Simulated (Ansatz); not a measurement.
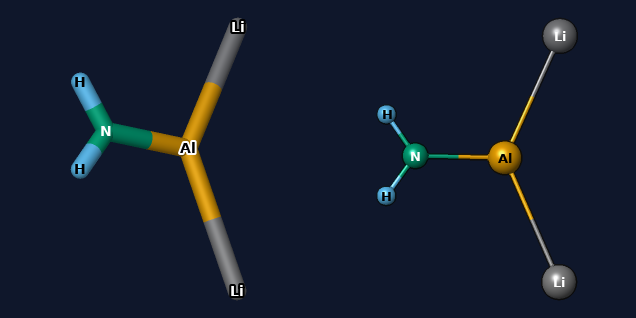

Both panels show the same species.

The computed structure is the end point of a PBE0-D4/def2-TZVP optimisation. No frequency run is at hand to confirm it as a minimum.

**Give the formula.**

AlH₂Li₂N, 6 atoms: 1 aluminium, 2 hydrogen, 2 lithium and 1 nitrogen.

**Which point group does it belong to?**

C2v.

**How many bonds of each kind are drawn?**

2 Al–Li, 2 N–H, 1 Al–N. Sticks follow a distance rule.

More results for the same structure follow; atom numbers are the same in all pictures, views and colours differ.

## Geometry

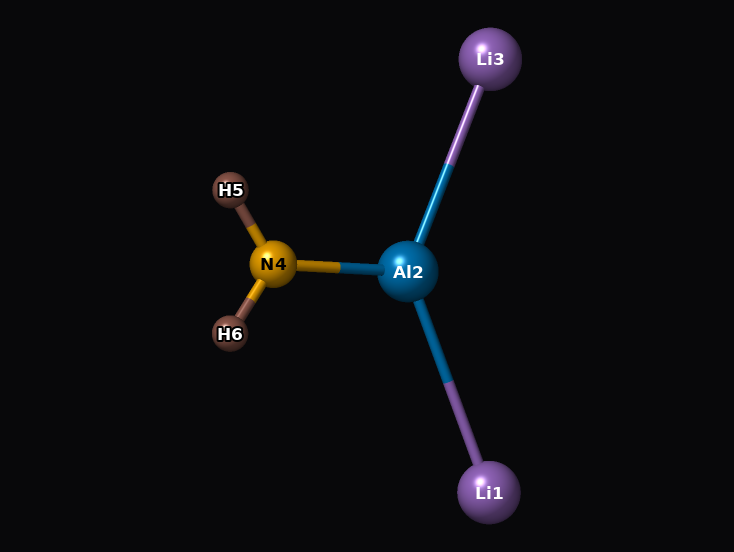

The atoms are numbered. No frequency run is at hand to confirm it as a minimum.

Estimate the angles Li1–Al2–Li3, Li1–Al2–N4, Al2–N4–H5, H5–N4–H6.

| angle | degrees |
| --- | --- |
| Li1–Al2–Li3 | 132.4 |
| Li1–Al2–N4 | 113.8 |
| Al2–N4–H5 | 125.0 |
| H5–N4–H6 | 109.9 |

## Dipole moment

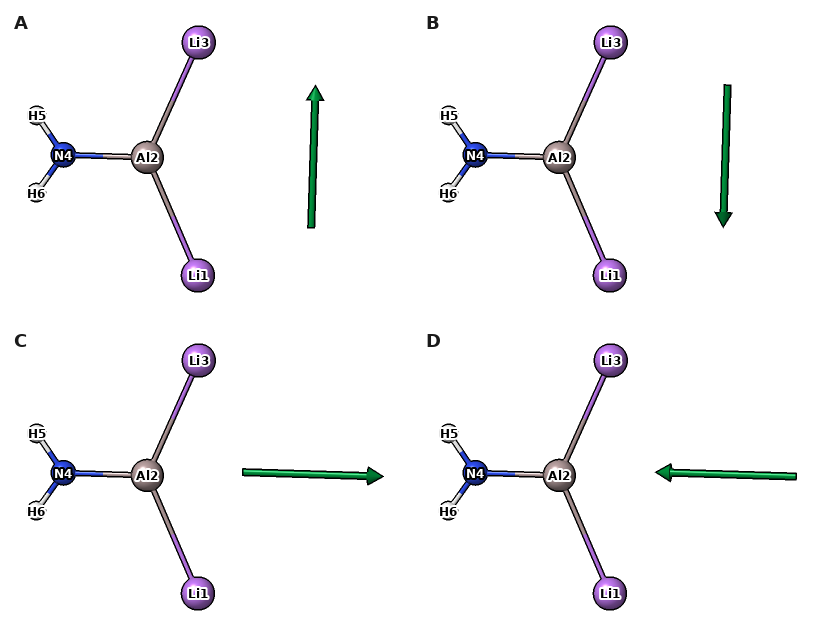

The same molecule four times, each with an arrow. No frequency run is at hand to confirm it as a minimum. Method: RKS PBE0-D4/def2-TZVP (Ansatz 0.2.0).

**Which arrow points along the dipole moment, from the negative to the positive end?**

C. The dipole moment is 2.62 D; it points from the side of H5, H6 to the side of Li1, Li3 (the outermost atoms at the two ends).

## Charges

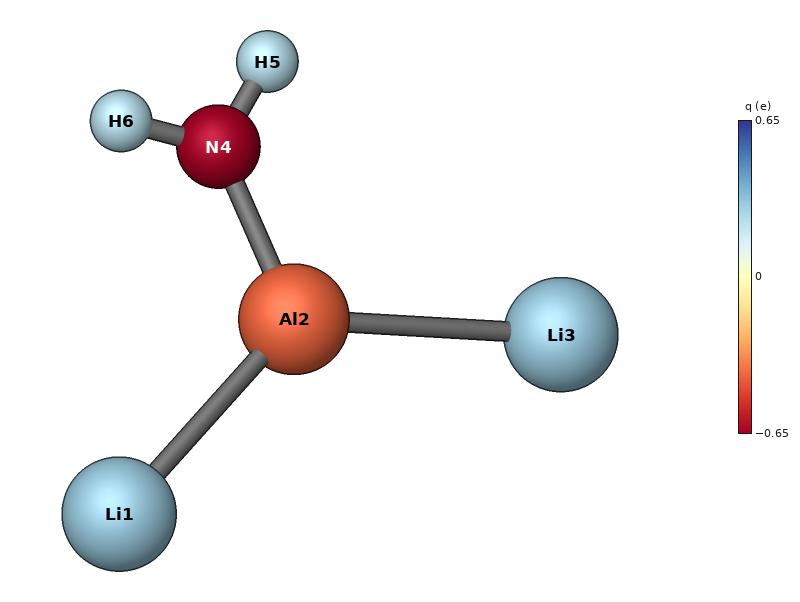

Atoms are coloured by their Mulliken charges. No frequency run is at hand to confirm it as a minimum. Method: RKS PBE0-D4/def2-TZVP (Ansatz 0.2.0).

List the Mulliken charges.

```
atom  value (e)
 Li1       0.29
 Al2      −0.40
 Li3       0.29
  N4      −0.64
  H5       0.22
  H6       0.22
```

## Electronic properties

No frequency run is at hand to confirm it as a minimum. Method: RKS PBE0-D4/def2-TZVPP (Ansatz 0.2.0).

Predict the main results.

- HOMO energy (Kohn–Sham orbital): −3.39 eV
- LUMO energy (Kohn–Sham orbital): −1.34 eV
- HOMO–LUMO gap: 2.05 eV

Mulliken values depend strongly on the basis set and can even reverse the polarity of a bond.
